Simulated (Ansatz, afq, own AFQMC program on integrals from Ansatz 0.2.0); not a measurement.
**SiH₃ (doublet): quantum Monte Carlo beside coupled cluster at scale of all distances = 1.000, 6-31G, part 1 of 2**

How near does AFQMC come to the top of the ladder for SiH₃ (doublet)?

Computed with Ansatz 0.2.0, Gaussian basis, and an in-house AFQMC program (afq) on its integrals; all values are calculated. Level: 6-31G, frozen cores.

To be run: Full CI; PBE (unrestricted); r2SCAN (unrestricted); PBE0 (unrestricted); B3LYP (unrestricted); wB97M-V (unrestricted); B2PLYP (unrestricted); CCSD(T) on UHF; Full CI; Full CI (quartet); CCSDT(Q) on UHF; CCSDTQ on UHF; Phaseless AFQMC, CISD trial on UHF; Phaseless AFQMC, single-determinant trial on UHF; Free-projection AFQMC, CISD trial on UHF.

7 further runs of the same task are left out: 7 that didn't finish.

### 1 What is computed

The geometry derives from a PBE0/def2-TZVP stationary point (not a proven minimum). All distances are scaled together.

4 atoms, charge 0, spin multiplicity 2.

Atoms are counted from 1 here; the program's logs count them from 0.

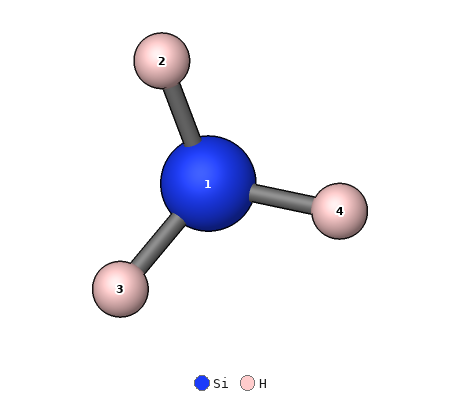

The geometry (silicon blue, hydrogen pink); atoms are numbered from 1 in the order of the file.

Coordinates:

```xyz
4
charge 0, multiplicity 2
Si    0.0001   -0.0001   -0.0437
H     1.4153    0.0146    0.4091
H    -0.7211    1.2200    0.4030
H    -0.6968   -1.2329    0.4066
```

### 2 Full CI

in.yaml reads:

```yaml
crystal:
  periodic: [false, false, false]
  atoms:
    - {symbol: Si, position_ang: [0.000090, -0.000062, -0.043737]}
    - {symbol: H, position_ang: [1.415348, 0.014593, 0.409118]}
    - {symbol: H, position_ang: [-0.721058, 1.220018, 0.403029]}
    - {symbol: H, position_ang: [-0.696788, -1.232882, 0.406559]}
basis:
  gaussian: {orbitals: 6-31G}
magnetization: {spin_polarized: false, initial_magnetization: 1}
correlation: {method: fci, electrons: outside_noble_gas}
```

Launch:

```
$ ansatz run in.yaml --threads 1 --pin off --events-out ev --progress --plain --max-ram 24576MiB --backend cuda --devices 0, --max-vram 18GiB
```

What it wrote:

```text
Functional definition: HF
  name "HF"
  cite "Fock, Z. Phys. 61, 126 (1930) doi:10.1007/BF01340294"
  parent pbe
  exchange = exact_x
  correlation = 0
402 factors; integrals over basis functions are off by at most 3.1e-8 eV
mean field evaluation 1: about -7906.3471 eV, gradient 6.8e0 eV
mean field evaluation 2: about -7906.3485 eV, gradient 6.8e0 eV
mean field evaluation 4: about -7906.7020 eV, gradient 2.1e-1 eV
mean field evaluation 8: about -7906.7026 eV, gradient 1.2e-4 eV
mean field -7906.70263436 eV, -290.5659624571 hartree, gradient 1.3e-6 eV, S^2 0.750000; 0 other end points of the search recorded, 0 dependent functions left out
mean field evaluation 16: about -7906.7248 eV, gradient 2.6e-1 eV
5 core orbitals not correlated: weight in the atoms' cores, before any rotation towards them, 1.000 or more for the frozen orbitals, at most 0.000 for the correlated occupied ones
reference -7906.70263436 eV, -290.5659624571 hartree; 4, 3 occupied and 10, 11 virtual orbitals, 402 factors
state -7908.61613014 eV, -290.6362821301 hartree
Total energy: -7908.61613014 eV, -290.6362821301 hartree
```

Wall time 12 s (1 × NVIDIA H100 80GB HBM3 with 1 thread of AMD EPYC 7R13 (Zen 3), shared host); peak host memory 1.5 GiB.

From the report: 182,260 determinants, symmetry A'.

### 3 PBE (unrestricted)

Edit in.yaml of step 2 so:

```diff
@@ -9,3 +9,4 @@
   gaussian: {orbitals: 6-31G}
-magnetization: {spin_polarized: false, initial_magnetization: 1}
-correlation: {method: fci, electrons: outside_noble_gas}
+magnetization: {spin_polarized: true, initial_magnetization: 1}
+hamiltonian: {xc: {name: PBE}}
+output: {orbitals: {seedname: orbitals}}
```

Launch:

```
$ ansatz run in.yaml --threads 1 --pin off --events-out ev --progress --plain --max-ram 8192MiB --backend cpu
```

What it wrote:

```text
Functional definition: PBE
  name "PBE"
  cite "Perdew, Burke & Ernzerhof, Phys. Rev. Lett. 77, 3865 (1996) doi:10.1103/PhysRevLett.77.3865"
  parent pbe
  parameter kappa = 0.804
  parameter beta = 0.06672455060314922
  exchange = pbe_x(kappa = kappa, mu = beta*pi^2/3)
  correlation = pbe_c(beta = beta)
236 factors; integrals over basis functions are off by at most 1.8e-4 eV
mean field evaluation 1: about -7918.9073 eV, gradient 5.4e0 eV
mean field evaluation 2: about -7919.1633 eV, gradient 1.7e0 eV
mean field evaluation 4: about -7919.1916 eV, gradient 2.2e-1 eV
mean field evaluation 8: about -7919.1871 eV, gradient 2.5e-3 eV
mean field -7919.18707006 eV, -291.0247570069 hartree, gradient 1.6e-5 eV, S^2 0.751713; 0 other end points of the search recorded, 0 dependent functions left out
reference -7919.18710067 eV, -291.0247581319 hartree; 9, 8 occupied and 10, 11 virtual orbitals, 236 factors
Total energy: -7919.18710067 eV, -291.0247581319 hartree
```

Run time: 0.33 s. Hardware: 1 thread of AMD EPYC 7R13 (Zen 3), shared host; peak memory 1.5 GiB.

From the report: ⟨S²⟩ of the determinant 0.752 (pure doublet: 0.75).

### 4 r2SCAN (unrestricted)

Edit in.yaml of step 3 so:

```diff
@@ -10,3 +10,2 @@
 magnetization: {spin_polarized: true, initial_magnetization: 1}
-hamiltonian: {xc: {name: PBE}}
-output: {orbitals: {seedname: orbitals}}
+hamiltonian: {xc: {name: r2SCAN}}
```

Launched as before.

What it wrote:

```text
Functional definition: r2SCAN
  name "r2SCAN"
  cite "Furness, Kaplan, Ning, Perdew & Sun, J. Phys. Chem. Lett. 11, 8208 (2020) doi:10.1021/acs.jpclett.0c02405"
  cite "Furness, Kaplan, Ning, Perdew & Sun, J. Phys. Chem. Lett. 11, 9248 (2020) doi:10.1021/acs.jpclett.0c03077"
  parent r2scan
  parameter k0 = 0.174
  parameter k1 = 0.065
  parameter a1 = 4.9479
  exchange = r2scan_x(k0 = k0, k1 = k1, a1 = a1)
  correlation = r2scan_c
236 factors; integrals over basis functions are off by at most 1.8e-4 eV
mean field evaluation 1: about -7922.5609 eV, gradient 4.0e0 eV
mean field evaluation 2: about -7922.7108 eV, gradient 8.8e-1 eV
mean field evaluation 4: about -7922.7190 eV, gradient 1.2e-1 eV
mean field evaluation 8: about -7922.7139 eV, gradient 3.3e-3 eV
mean field -7922.71389914 eV, -291.1543655852 hartree, gradient 4.8e-5 eV, S^2 0.753215; 0 other end points of the search recorded, 0 dependent functions left out
reference -7922.71390957 eV, -291.1543659683 hartree; 9, 8 occupied and 10, 11 virtual orbitals, 236 factors
Total energy: -7922.71390957 eV, -291.1543659683 hartree
```

Run time: 0.66 s. Hardware: 1 thread of AMD EPYC 7R13 (Zen 3), shared host; peak memory 1.5 GiB.

From the report: ⟨S²⟩ of the determinant 0.753 (pure doublet: 0.75).

### 5 PBE0 (unrestricted)

Edit in.yaml of step 4 so:

```diff
@@ -10,2 +10,3 @@
 magnetization: {spin_polarized: true, initial_magnetization: 1}
-hamiltonian: {xc: {name: r2SCAN}}
+hamiltonian: {xc: {name: PBE0}}
+output: {orbitals: {seedname: orbitals}}
```

The command is unchanged.

What it wrote:

```text
Functional definition: PBE0
  name "PBE0"
  cite "Adamo & Barone, J. Chem. Phys. 110, 6158 (1999) doi:10.1063/1.478522"
  cite "Perdew, Burke & Ernzerhof, Phys. Rev. Lett. 77, 3865 (1996) doi:10.1103/PhysRevLett.77.3865"
  parent pbe
  parameter a = 0.25
  parameter kappa = 0.804
  parameter beta = 0.06672455060314922
  exchange = (1 - a)*pbe_x(kappa = kappa, mu = beta*pi^2/3) + a*exact_x
  correlation = pbe_c(beta = beta)
236 factors; integrals over basis functions are off by at most 1.8e-4 eV
mean field evaluation 1: about -7919.8641 eV, gradient 3.0e0 eV
mean field evaluation 2: about -7919.9517 eV, gradient 5.7e-1 eV
mean field evaluation 4: about -7920.0022 eV, gradient 7.4e-1 eV
mean field evaluation 8: about -7920.0090 eV, gradient 2.7e-2 eV
mean field -7920.00900632 eV, -291.0549626072 hartree, gradient 1.7e-5 eV, S^2 0.751924; 0 other end points of the search recorded, 0 dependent functions left out
reference -7920.00902931 eV, -291.0549634521 hartree; 9, 8 occupied and 10, 11 virtual orbitals, 236 factors
Total energy: -7920.00902931 eV, -291.0549634521 hartree
```

Run time: 0.39 s. Hardware: 1 thread of AMD EPYC 7R13 (Zen 3), shared host; peak memory 1.5 GiB.

From the report: ⟨S²⟩ of the determinant 0.752 (pure doublet: 0.75).

### 6 B3LYP (unrestricted)

Edit in.yaml of step 5 so:

```diff
@@ -10,3 +10,2 @@
 magnetization: {spin_polarized: true, initial_magnetization: 1}
-hamiltonian: {xc: {name: PBE0}}
-output: {orbitals: {seedname: orbitals}}
+hamiltonian: {xc: {name: B3LYP}}
```

The command is unchanged.

What it wrote, cut to the lines that bear on the results:

```text
Functional definition: B3LYP
  name "B3LYP"
  cite "Stephens, Devlin, Chabalowski & Frisch, J. Phys. Chem. 98, 11623 (1994) doi:10.1021/j100096a001"
  cite "Becke, Phys. Rev. A 38, 3098 (1988) doi:10.1103/PhysRevA.38.3098"
  cite "Lee, Yang & Parr, Phys. Rev. B 37, 785 (1988) doi:10.1103/PhysRevB.37.785"
  cite "Vosko, Wilk & Nusair, Can. J. Phys. 58, 1200 (1980) doi:10.1139/p80-159"
[...]
236 factors; integrals over basis functions are off by at most 1.8e-4 eV
[...]
mean field -7924.13375160 eV, -291.2065442004 hartree, gradient 1.9e-5 eV, S^2 0.751093; 0 other end points of the search recorded, 0 dependent functions left out
reference -7924.13393519 eV, -291.2065509475 hartree; 9, 8 occupied and 10, 11 virtual orbitals, 236 factors
Total energy: -7924.13393519 eV, -291.2065509475 hartree
```

It took 0.39 s on 1 thread of AMD EPYC 7R13 (Zen 3), shared host; peak memory 1.5 GiB.

From the report: ⟨S²⟩ of the determinant 0.751 (pure doublet: 0.75).

### 7 wB97M-V (unrestricted)

Edit in.yaml of step 6 so:

```diff
@@ -10,2 +10,3 @@
 magnetization: {spin_polarized: true, initial_magnetization: 1}
-hamiltonian: {xc: {name: B3LYP}}
+hamiltonian: {xc: {name: wB97M-V}}
+output: {orbitals: {seedname: orbitals}}
```

The command is unchanged.

What it wrote, cut to the lines that bear on the results:

```text
Functional definition: wB97M-V
  name "wB97M-V"
  cite "Mardirossian & Head-Gordon, J. Chem. Phys. 144, 214110 (2016) doi:10.1063/1.4952647"
  cite "Becke, J. Chem. Phys. 107, 8554 (1997) doi:10.1063/1.475007"
  cite "Vydrov & Van Voorhis, J. Chem. Phys. 133, 244103 (2010) doi:10.1063/1.3521275"
  # Of w^i u^j: cxij and so on, Table III.
[...]
  gx(w, u) = 1 - cx + cx01*u + cx10*w
  gss(w, u) = css00 + css04*u^4 + css10*w + css20*w^2 + css43*w^4*u^3
  gos(w, u) = cos00 + cos10*w + (cos20 + cos21*u)*w^2 + (cos60 + cos61*u)*w^6
[...]
      + integral(e_c_pw_mod_opposite_spin*gos(b97_w_opposite, b97_u_opposite)) + vv10(b, c)
236 factors; integrals over basis functions are off by at most 1.8e-4 eV
103 factors; integrals over basis functions are off by at most 2.8e-6 eV
[...]
mean field -7922.41514679 eV, -291.1433866387 hartree, gradient 8.4e-5 eV, S^2 0.750711; 0 other end points of the search recorded, 0 dependent functions left out
reference -7922.41517881 eV, -291.1433878154 hartree; 9, 8 occupied and 10, 11 virtual orbitals, 236 factors
Total energy: -7922.41517881 eV, -291.1433878154 hartree
```

It took 1.3 s on 1 thread of AMD EPYC 7R13 (Zen 3), shared host; peak memory 1.5 GiB.

From the report: ⟨S²⟩ of the determinant 0.751 (pure doublet: 0.75).

### 8 B2PLYP (unrestricted)

Edit in.yaml of step 7 so:

```diff
@@ -10,3 +10,3 @@
 magnetization: {spin_polarized: true, initial_magnetization: 1}
-hamiltonian: {xc: {name: wB97M-V}}
-output: {orbitals: {seedname: orbitals}}
+hamiltonian: {xc: {name: B2PLYP}}
+correlation: {electrons: outside_noble_gas}
```

The command is unchanged.

What it wrote, cut to the lines that bear on the results:

```text
Functional definition: B2PLYP
  name "B2PLYP"
  cite "Grimme, J. Chem. Phys. 124, 034108 (2006) doi:10.1063/1.2148954"
  cite "Becke, Phys. Rev. A 38, 3098 (1988) doi:10.1103/PhysRevA.38.3098"
  cite "Lee, Yang & Parr, Phys. Rev. B 37, 785 (1988) doi:10.1103/PhysRevB.37.785"
[...]
236 factors; integrals over basis functions are off by at most 1.8e-4 eV
[...]
mean field -7918.77715340 eV, -291.0096928477 hartree, gradient 6.0e-6 eV, S^2 0.751820; 0 other end points of the search recorded, 0 dependent functions left out
5 core orbitals not correlated: weight in the atoms' cores, before any rotation towards them, 1.000 or more for the frozen orbitals, at most 0.000 for the correlated occupied ones
reference -7918.77726953 eV, -291.0096971151 hartree; 4, 3 occupied and 10, 11 virtual orbitals, 236 factors
second order -1.68111811 eV of doubles, -0.00000000 eV of singles
Total energy: -7919.23117142 eV, -291.0263777019 hartree
```

It took 0.33 s on 1 thread of AMD EPYC 7R13 (Zen 3), shared host; peak memory 1.5 GiB.

From the report: ⟨S²⟩ of the determinant 0.752 (pure doublet: 0.75).

### 9 CCSD(T) on UHF

Edit in.yaml of step 8 so:

```diff
@@ -10,3 +10,2 @@
 magnetization: {spin_polarized: true, initial_magnetization: 1}
-hamiltonian: {xc: {name: B2PLYP}}
-correlation: {electrons: outside_noble_gas}
+correlation: {method: ccsd_t, electrons: outside_noble_gas, hamiltonian_folder: ham}
```

Launch:

```
$ ansatz run in.yaml --threads 1 --pin off --events-out ev --progress --plain --max-ram 24576MiB --backend cuda --devices 0, --max-vram 18GiB
```

What it wrote, cut to the lines that bear on the results:

```text
Functional definition: HF
  name "HF"
  cite "Fock, Z. Phys. 61, 126 (1930) doi:10.1007/BF01340294"
  parent pbe
[...]
236 factors; integrals over basis functions are off by at most 1.8e-4 eV
[...]
mean field -7906.72708848 eV, -290.5668611296 hartree, gradient 1.9e-6 eV, S^2 0.755173; 0 other end points of the search recorded, 0 dependent functions left out
5 core orbitals not correlated: weight in the atoms' cores, before any rotation towards them, 1.000 or more for the frozen orbitals, at most 0.000 for the correlated occupied ones
reference -7906.72708848 eV, -290.5668611296 hartree; 4, 3 occupied and 10, 11 virtual orbitals, 236 factors
second order -1.32321994 eV of doubles, -0.00000000 eV of singles
cycle   1  -1.67711101 eV  change   -3.5e-1 eV  update   4.9e-2
[...]
cycle   9  -1.86031844 eV  change   -6.1e-6 eV  update   2.7e-6
perturbative correction -0.01965017 eV, -0.0007221305 hartree
Total energy: -7908.60705710 eV, -290.6359487019 hartree
```

Run time: 8.5 s. Hardware: 1 × NVIDIA H100 80GB HBM3 with 1 thread of AMD EPYC 7R13 (Zen 3), shared host; peak host memory 1.5 GiB.

From the report: ⟨S²⟩ of the determinant 0.755 (pure doublet: 0.75); correlation -1.8800 eV; T1 0.008; largest double amplitude 0.04.

This run also writes the integrals to the folder ham.

### 10 Full CI

in.yaml reads:

```yaml
hamiltonian:
  integrals:
    folder: ../ham
correlation: {method: fci}
```

Same command.

What it wrote:

```text
Functional definition: HF
  name "HF"
  cite "Fock, Z. Phys. 61, 126 (1930) doi:10.1007/BF01340294"
  parent pbe
  exchange = exact_x
  correlation = 0
reference -7906.72708848 eV, -290.5668611296 hartree; 4, 3 occupied and 10, 11 virtual orbitals, 236 factors
state -7908.61612497 eV, -290.6362819401 hartree
Total energy: -7908.61612497 eV, -290.6362819401 hartree
```

Run time: 7.5 s. Hardware: 1 × NVIDIA H100 80GB HBM3 with 1 thread of AMD EPYC 7R13 (Zen 3), shared host; peak host memory 1.5 GiB.

From the report: 182,260 determinants.

### 11 Full CI (quartet)

in.yaml reads:

```yaml
crystal:
  periodic: [false, false, false]
  atoms:
    - {symbol: Si, position_ang: [0.000090, -0.000062, -0.043737]}
    - {symbol: H, position_ang: [1.415348, 0.014593, 0.409118]}
    - {symbol: H, position_ang: [-0.721058, 1.220018, 0.403029]}
    - {symbol: H, position_ang: [-0.696788, -1.232882, 0.406559]}
basis:
  gaussian: {orbitals: 6-31G}
magnetization: {spin_polarized: false, initial_magnetization: 3}
correlation: {method: fci, electrons: outside_noble_gas}
```

The command is unchanged.

What it wrote, cut to the lines that bear on the results:

```text
Functional definition: HF
  name "HF"
  cite "Fock, Z. Phys. 61, 126 (1930) doi:10.1007/BF01340294"
  parent pbe
[...]
402 factors; integrals over basis functions are off by at most 3.1e-8 eV
[...]
mean field -7897.91982830 eV, -290.2432002878 hartree, gradient 1.3e-6 eV, S^2 3.750000; 13 other end points of the search recorded, 0 dependent functions left out
[...]
determinant -7897.91982830 eV, -290.2432002878 hartree, with singles and doubles -7899.55462173 eV, -290.3032778382 hartree
determinant -7897.30029295 eV, -290.2204327837 hartree, with singles and doubles -7899.32828440 eV, -290.2949600947 hartree
determinant -7897.11478643 eV, -290.2136155445 hartree, with singles and doubles -7899.46421173 eV, -290.2999553320 hartree
determinant -7896.87785398 eV, -290.2049084375 hartree, with singles and doubles -7898.85506306 eV, -290.2775695311 hartree
determinant -7897.91982830 eV, -290.2432002878 hartree, with singles and doubles -7899.56275751 eV, -290.3035768226 hartree
determinant -7897.30029295 eV, -290.2204327837 hartree, with singles and doubles -7899.35476379 eV, -290.2959331943 hartree
determinant -7897.11478643 eV, -290.2136155445 hartree, with singles and doubles -7899.47641905 eV, -290.3004039427 hartree
5 core orbitals not correlated: weight in the atoms' cores, before any rotation towards them, 1.000 or more for the frozen orbitals, at most 0.000 for the correlated occupied ones
reference -7897.91982830 eV, -290.2432002878 hartree; 5, 2 occupied and 9, 12 virtual orbitals, 402 factors
state -7899.66506142 eV, -290.3073364219 hartree
Total energy: -7899.66506142 eV, -290.3073364219 hartree
```

Wall time 10 s (1 × NVIDIA H100 80GB HBM3 with 1 thread of AMD EPYC 7R13 (Zen 3), shared host); peak host memory 1.5 GiB.

From the report: 90,882 determinants, symmetry A'.

### 12 CCSDT(Q) on UHF

Edit in.yaml of step 11 so:

```diff
@@ -9,3 +9,3 @@
   gaussian: {orbitals: 6-31G}
-magnetization: {spin_polarized: false, initial_magnetization: 3}
-correlation: {method: fci, electrons: outside_noble_gas}
+magnetization: {spin_polarized: true, initial_magnetization: 1}
+correlation: {method: ccsdt_q, electrons: outside_noble_gas}
```

Launched as before.

What it wrote, cut to the lines that bear on the results:

```text
Functional definition: HF
  name "HF"
  cite "Fock, Z. Phys. 61, 126 (1930) doi:10.1007/BF01340294"
  parent pbe
[...]
402 factors; integrals over basis functions are off by at most 3.1e-8 eV
[...]
mean field -7906.72717202 eV, -290.5668641995 hartree, gradient 2.5e-6 eV, S^2 0.755172; 0 other end points of the search recorded, 0 dependent functions left out
5 core orbitals not correlated: weight in the atoms' cores, before any rotation towards them, 1.000 or more for the frozen orbitals, at most 0.000 for the correlated occupied ones
reference -7906.72717202 eV, -290.5668641995 hartree; 4, 3 occupied and 10, 11 virtual orbitals, 402 factors
second order -1.32324288 eV of doubles, -0.00000000 eV of singles
cycle   1  -1.67712076 eV  change   -3.5e-1 eV  update   5.0e-2
[...]
cycle  11  -1.88818575 eV  change   -2.4e-7 eV  update   4.9e-7
perturbative correction -0.00062527 eV, -0.0000229782 hartree
Total energy: -7908.61598304 eV, -290.6362767241 hartree
```

Wall time 18 s (1 × NVIDIA H100 80GB HBM3 with 1 thread of AMD EPYC 7R13 (Zen 3), shared host); peak host memory 1.5 GiB.

From the report: ⟨S²⟩ of the determinant 0.755 (pure doublet: 0.75); correlation -1.8888 eV; T1 0.008; largest double amplitude 0.04.

### 13 CCSDTQ on UHF

Edit in.yaml of step 12 so:

```diff
@@ -10,2 +10,2 @@
 magnetization: {spin_polarized: true, initial_magnetization: 1}
-correlation: {method: ccsdt_q, electrons: outside_noble_gas}
+correlation: {method: ccsdtq, electrons: outside_noble_gas}
```

The command is unchanged.

What it wrote, cut to the lines that bear on the results:

```text
Functional definition: HF
  name "HF"
  cite "Fock, Z. Phys. 61, 126 (1930) doi:10.1007/BF01340294"
  parent pbe
[...]
402 factors; integrals over basis functions are off by at most 3.1e-8 eV
[...]
mean field -7906.72717202 eV, -290.5668641995 hartree, gradient 2.5e-6 eV, S^2 0.755172; 0 other end points of the search recorded, 0 dependent functions left out
5 core orbitals not correlated: weight in the atoms' cores, before any rotation towards them, 1.000 or more for the frozen orbitals, at most 0.000 for the correlated occupied ones
reference -7906.72717202 eV, -290.5668641995 hartree; 4, 3 occupied and 10, 11 virtual orbitals, 402 factors
second order -1.32324288 eV of doubles, -0.00000000 eV of singles
cycle   1  -1.67712125 eV  change   -3.5e-1 eV  update   5.0e-2
[...]
cycle  11  -1.88902324 eV  change   -5.3e-7 eV  update   7.3e-7
Total energy: -7908.61619526 eV, -290.6362845231 hartree
```

It took 9 s on 1 × NVIDIA H100 80GB HBM3 with 1 thread of AMD EPYC 7R13 (Zen 3), shared host; peak host memory 1.5 GiB.

From the report: ⟨S²⟩ of the determinant 0.755 (pure doublet: 0.75); correlation -1.8890 eV; T1 0.008; largest double amplitude 0.04.

(Continued in part 2 of 2.)
